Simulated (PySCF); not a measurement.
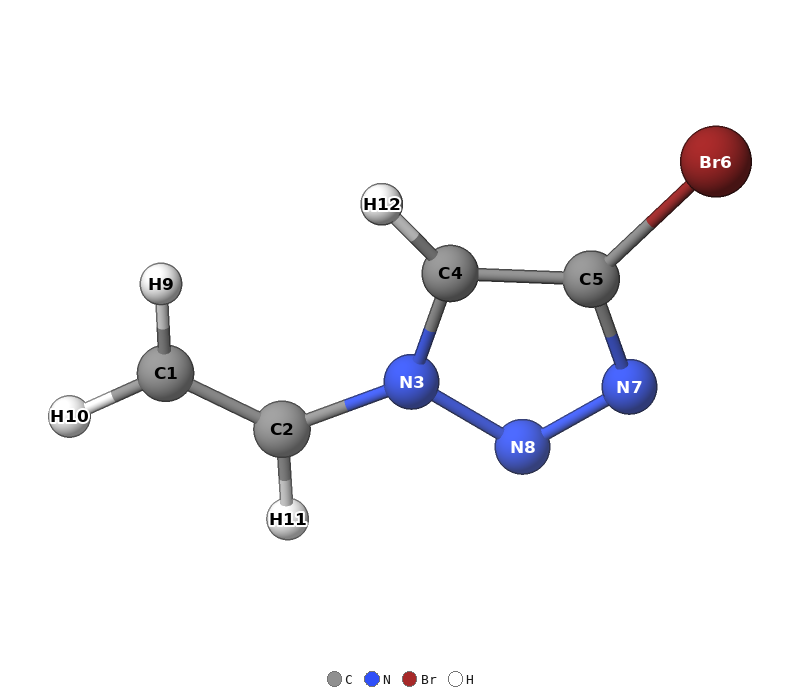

The geometry was computed by an optimisation with GFN2-xTB. No frequency run is at hand to confirm it as a minimum. Properties computed with B3LYP/pcJ-1 (pcSseg-1 on Br) indirect spin-spin coupling, non-relativistic, gas phase (PySCF 2.14.0). Isotopes: 13C, 1H, 15N.

Give the spin–spin coupling constants of these pairs, with the number of bonds between them: C2/N3, N3/N8, C5/N7, N3/N7, C4/N8.

| pair | bonds apart | J (Hz) |
| --- | --- | --- |
| C2, N3 | 1 | −20.5 |
| N3, N8 | 1 | −17.2 |
| C5, N7 | 1 | 14.6 |
| N3, N7 | 2 | −1.0 |
| C4, N8 | 2 | −1.0 |

The geometry is semi-empirical. Around Br such bond lengths and angles can be off by a tenth of an ångström or more and by several degrees, and values that hang on the shape move with them.
